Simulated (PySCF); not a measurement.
# Run report: C₄H₇OSi, EPR calculation

- system: C₄H₇OSi, multiplicity 2
- method: UKS B3LYP, pcH-1 on C H O Si, non-relativistic, mean-field spin-orbit, GIAO (PySCF 2.14.0)

It belongs to a series of runs on one base structure; here: H removed from sp3 C.

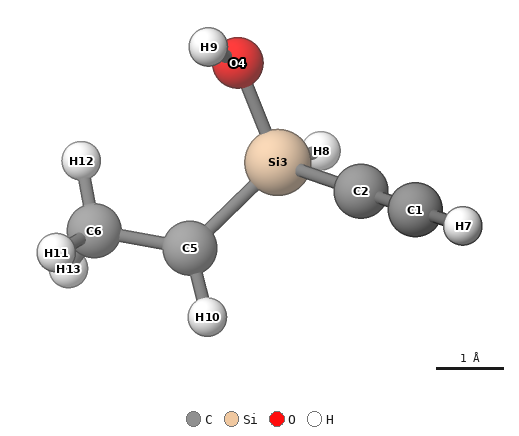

The structure (ball-and-stick view, seen at a tilt; atoms are numbered from 1 in the order of the input). Bond lengths as drawn: C–C 1.20 to 1.48 Å, C–H 1.05 to 1.09 Å, C–Si 1.85 to 1.86 Å, H–O 0.95 Å, H–Si 1.46 Å and O–Si 1.63 Å.

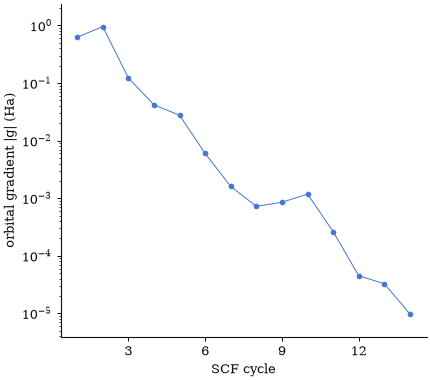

Convergence of the self-consistent field: orbital gradient |g| against the SCF cycle. All cycles printed in the log are drawn one after another.

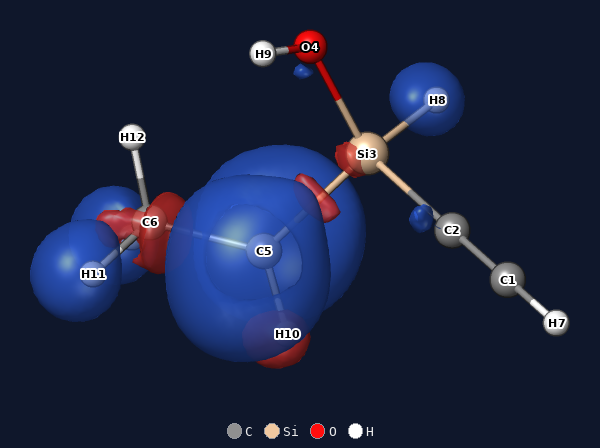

Isosurfaces of the spin density (α minus β) at +0.015 (blue) and −0.015 e/Å³ (red), seen at a tilt. The unpaired spin (1 electron) lies mostly on C5 (about 0.7), Si3 (about 0.1) and C6 (about 0.1), in electrons by Hirshfeld's partition.

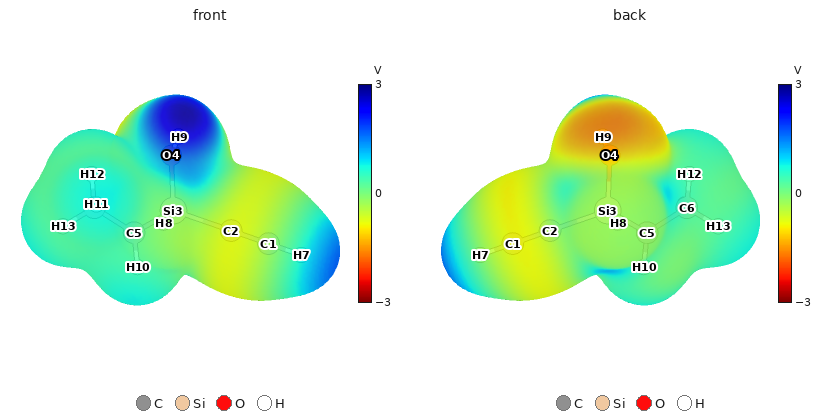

The electrostatic potential painted on the density surface at 0.002 e/bohr³, seen at a tilt and from behind; the colour scale runs from red (negative) to blue (positive).

The input and output of the run follow.

Input:
```
{"job": {"kind": "epr", "basis": "pcH-1"}, "charge": 0, "multiplicity": 2}
C      3.226802     0.145180     0.709993
C      2.060746    -0.128055     0.806304
Si     0.257180    -0.554356     0.970402
O     -0.082462    -1.998518     0.286654
C     -0.683678     0.823708     0.161362
C     -1.917224     0.644015    -0.633311
H      4.248282     0.384737     0.624854
H     -0.076274    -0.844991     2.365109
H      0.088964    -2.163711    -0.636031
H     -0.389241     1.850565     0.322906
H     -1.794998     1.059438    -1.638869
H     -2.189975    -0.405119    -0.718885
H     -2.752510     1.187592    -0.181319
```

The first line tells a small driver script what to run in PySCF; the rest is the geometry in Å.

Command:
```bash
OMP_NUM_THREADS=1 python <driver script> task.json out
```

Log:
```
UKS, coarse grid
  cycle   1  E = -521.17694910  |g| = 6.25e-01
  cycle   2  E = -520.98143348  |g| = 9.58e-01
  cycle   3  E = -521.31793767  |g| = 1.23e-01
  cycle   4  E = -521.32384467  |g| = 4.18e-02
  cycle   5  E = -521.32436048  |g| = 2.76e-02
  cycle   6  E = -521.32473016  |g| = 5.99e-03
  cycle   7  E = -521.32474811  |g| = 1.60e-03
  cycle   8  E = -521.32474993  |g| = 7.22e-04
UKS, final grid
  cycle   1  E = -521.32473976  |g| = 8.49e-04
  cycle   2  E = -521.32473942  |g| = 1.18e-03
  cycle   3  E = -521.32474013  |g| = 2.63e-04
  cycle   4  E = -521.32474016  |g| = 4.50e-05
  cycle   5  E = -521.32474016  |g| = 3.27e-05
  cycle   6  E = -521.32474017  |g| = 9.73e-06
E = -521.32474017 Eh   <S^2> = 0.7534 (exact 0.7500)
g shifts (ppm)      1          2          3
  rmc          -127       -127       -127
  gc              2         25         25
  oz_so          25        420        792
  total        -100        318        689
hyperfine (MHz)  atom isotope    a_iso     a_fc   dipolar eigenvalues
    0   13C       1.95       1.95     -1.39     -0.09      1.47
    1   13C      19.88      19.88     -1.54     -0.94      2.47
    2  29Si      49.84      49.89     -2.07     -0.91      2.98
    3   17O      -1.72      -1.72     -1.86      0.67      1.20
    4   13C      81.16      81.27    -74.57    -73.60    148.17
    5   13C     -30.61     -30.62     -3.16      0.82      2.34
    6    1H      -0.27      -0.27     -0.99     -0.56      1.55
    7    1H      61.29      61.29     -3.58     -1.26      4.85
    8    1H      -0.65      -0.65     -2.42     -1.92      4.34
    9    1H     -55.75     -55.76    -35.37     -0.92     36.29
   10    1H     118.78     118.77     -5.54     -3.71      9.25
   11    1H       2.10       2.10     -4.46     -3.79      8.25
   12    1H     121.80     121.80     -5.46     -3.10      8.56
```

Results in brief:

```json
{"quantity": "outcome", "value": "converged"}
{"quantity": "total energy", "value": "−521.324740 hartree"}
{"quantity": "⟨S²⟩", "value": "0.753"}
{"quantity": "isotropic g", "value": "2.0026"}
{"quantity": "hardware", "value": "1 CPU thread, shared host"}
{"quantity": "wall time", "value": "48 s"}
{"quantity": "peak memory", "value": "0.87 GiB"}
```
